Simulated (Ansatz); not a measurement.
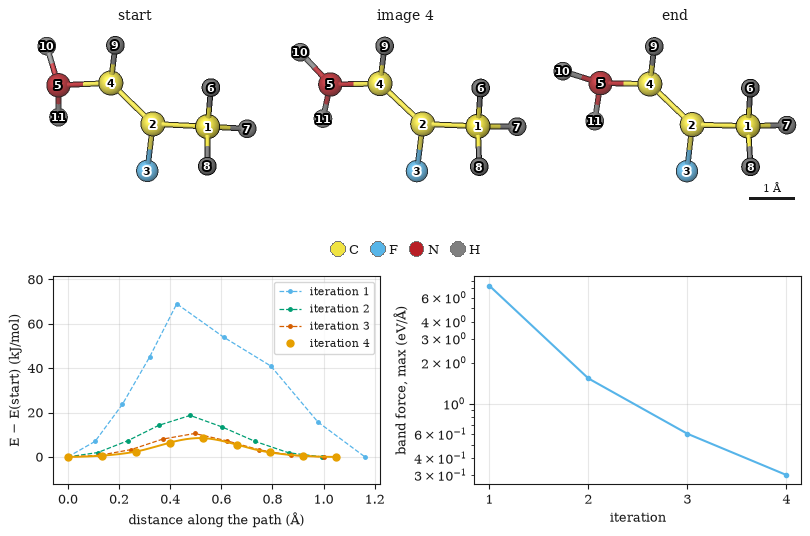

NEB run on C$_{3}$H$_{6}$FN. Images are numbered from 0 (start) to 8 (end). The plot follows the band through its iterations. Style: ball-and-stick. Shown at a tilt.

All numbers below come from RHF/def2-SVP in Ansatz. Settings: 7 movable images; climbing image; force threshold 0.5 eV/Å; iteration limit 53; starting path through a guess of the saddle point.

### Did the band converge, and can the barrier be trusted?

The run is converged, with reservations. The band converged in 4 iterations. The largest component of the band force went from 7.3 to 0.3 eV/Å. The climbing image converged on the top of the path. Its curvatures weren't checked. The force threshold is loose. The first iteration put the highest image at 69.0 kJ/mol. The barrier is about 8.5 kJ/mol in both directions, with image 4 at the top; the ends have the same energy.
